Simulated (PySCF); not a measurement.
# The bond of SiO+, level by level

What are the lowest state that PBE0 finds, the bond length, vibrational wavenumber and bond energy of SiO+, and how much do these hang on the method?

Method: Si 6-311G(d,p), O 6-311G(d,p), no relativity; program: PySCF 2.14.0.

**1. Input**

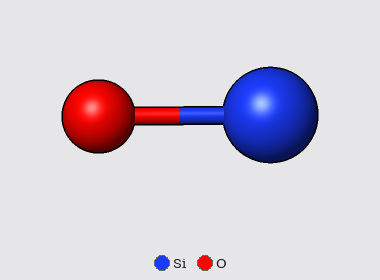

The two atoms at the starting distance (silicon blue, oxygen red).

A driver script around PySCF takes these settings:

```json
{
 "atoms": "Si, O",
 "charge": "1",
 "basis": "Si 6-311G(d,p), O 6-311G(d,p)",
 "Hamiltonian": "no relativity",
 "basis functions": "44",
 "electrons treated": "21",
 "masses in u": "27.9769, 15.9949",
 "levels": "PBE0, PBE, r²SCAN, BP86, M06-2X, B97-3, LC-ωPBE, HF, MP2, SCS-MP2, CCSD, CCSD(T)",
 "grid": "80 radial by 434 angular points",
 "occupations": "held fixed by the projection of orbital angular momentum",
 "dissociation limit": "Si+ + O, each in its ground configuration",
 "starting distance in angstrom": "1.815",
 "values of 2S to try": "1, 3"
}
```

The run is started by

```console
$ OMP_NUM_THREADS=1 python dia.py task.json out
```

After this run come: First curve: PBE0; Higher solutions at PBE0; PBE (GGA); r²SCAN (meta-GGA); BP86; M06-2X (hybrid meta-GGA); B97-3 (global hybrid GGA); LC-ωPBE; UHF (mean field); MP2 and coupled cluster.

Q: Predict the outcome of this session. Wanted: for each run, Re; ωe; De; μ.

As calculated:

Lowest PBE0 solution found, without spin–orbit coupling: ²Σ⁺ (doublet), unpaired electrons σ ↑. State 2 has its PBE0 minimum 0.14 eV higher. State 3 has its PBE0 minimum 3.70 eV higher. The other levels ran on the lowest alone.

| level | Re (Å) | ωe (cm⁻¹) | De (eV) | μ (D) |
| --- | --- | --- | --- | --- |
| UHF-CCSD | 1.532 | 1154 | 3.82 | n/a |
| UHF-CCSD(T) | 1.537 | 1135 | 4.09 | n/a |
| PBE | 1.537 | 1140 | 5.17 | -4.31 |
| BP86 | 1.537 | 1136 | 5.14 | -4.32 |
| r²SCAN | 1.524 | 1169 | 4.84 | -4.47 |
| PBE0 | 1.524 | 1154 | 4.41 | -4.44 |
| B97-3 | 1.525 | 1154 | 4.44 | -4.49 |
| M06-2X | 1.519 | 1147 | 4.36 | -4.79 |
| LC-ωPBE | 1.515 | 1165 | 4.33 | -4.61 |

De is counted to Si+ + O in their ground configurations. A positive dipole points from Si to O; in an ion it is taken about the centre of mass and does not tell which atom is negative. No constants: UHF (the points don't follow one smooth fit); UHF-MP2 (the points don't follow one smooth fit); UHF-SCS-MP2 (the points don't follow one smooth fit).

**Reading.** The methods spread over 0.022 Å in bond length, from LC-ωPBE to BP86. Of the levels with a De here, UHF-CCSD gives the least (3.82 eV) and PBE the most (5.17 eV).

Correlated steps freeze 6 core orbitals. T1 is 0.079 near the minimum (highest on the curve 0.080), which may point to more than one leading configuration.
